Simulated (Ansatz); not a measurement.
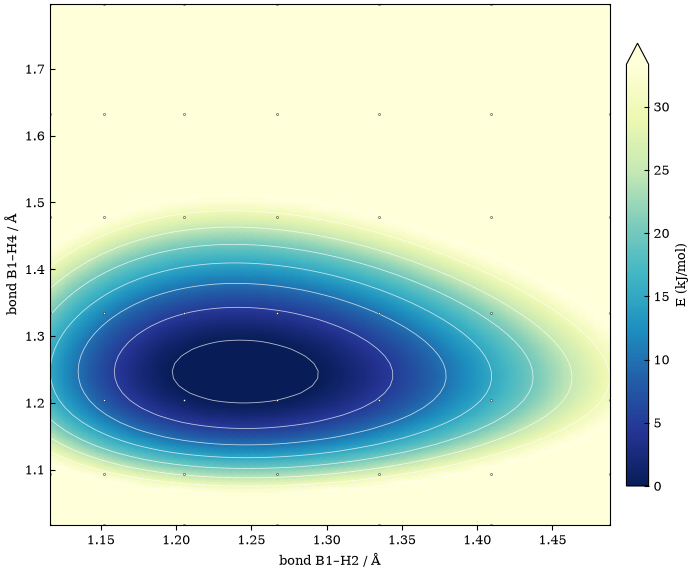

BH₄, SMILES [BH4-], charge −1. Two internal coordinates are moved rigidly from the geometry relaxed at PBE0-D4/def2-TZVP, all others fixed. The first coordinate is: bond B1–H2; the second: bond B1–H4. Grid: 7 × 7 points. Energies: kJ/mol, counted from the lowest grid point. Level of theory: RKS PBE-D4/def2-TZVPPD in Ansatz 0.2.0.

Drawn: a smooth colour map with a few white contour lines, dots at the grid points, one colour for all values above the top of the scale. Between grid points the surface is interpolated.

> Where is the minimum, and how stiff is the well along each coordinate?

The interpolated minimum is at bond B1–H2 ≈ 1.244 Å, bond B1–H4 ≈ 1.244 Å. The curvatures there are about 17 eV/Å² and 17 eV/Å², with a cross term of about 0.5 eV/Å². Round the minimum the contours are nearly round: the two directions are equally stiff and uncoupled. (1 eV is 96.5 kJ/mol.)
